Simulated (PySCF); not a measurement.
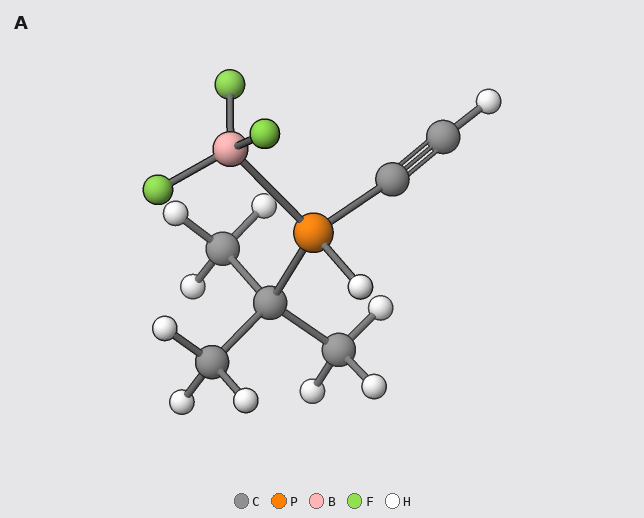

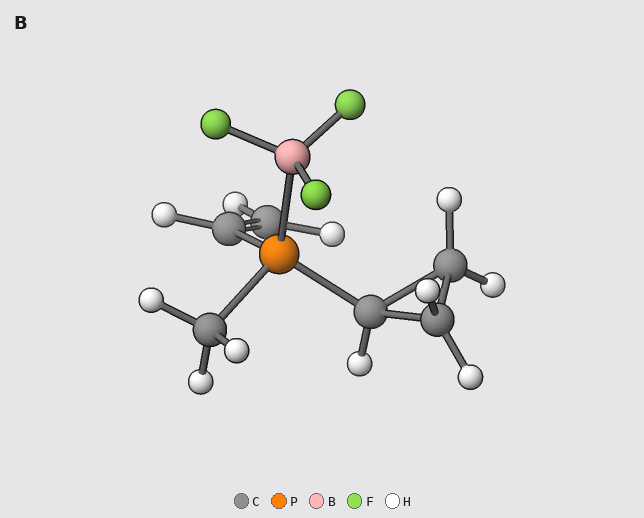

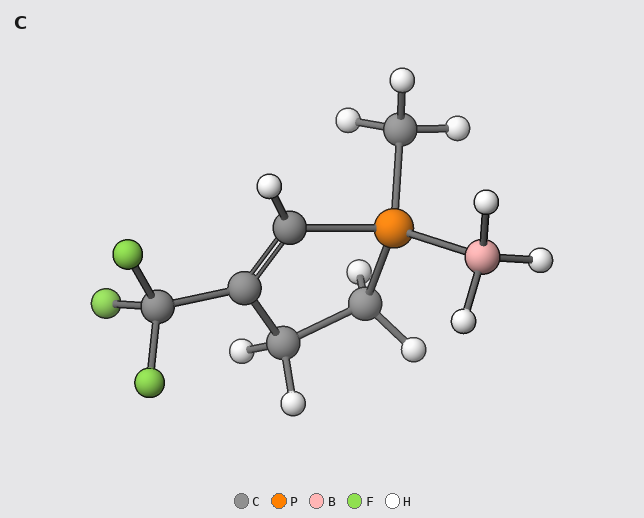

3 stationary structures of one formula. Geometries: GFN2-xTB. Electronic energies: PBE0/pcSseg-1 (PySCF 2.14.0), without zero-point energy. No frequency run is at hand to confirm each as a minimum. Each is one conformer, not always the lowest.

Are they conformers, stereoisomers or constitutional isomers?

Answer. They are constitutional isomers of C6H11BF3P: A `C#C[P@@H+]([B-](F)(F)F)C(C)(C)C`, B `C=C[P@@+](C)(C1CC1)[B-](F)(F)F`, C `[BH3-][P@+]1(C)C=C(C(F)(F)F)CC1`.

Rank them by energy, lowest first.

Answer. B is lowest; A lies 0.864 eV above it, C lies 3.902 eV above it.

The geometry is semi-empirical. Around B, P such bond lengths and angles can be off by a tenth of an ångström or more and by several degrees, and values that hang on the shape move with them.
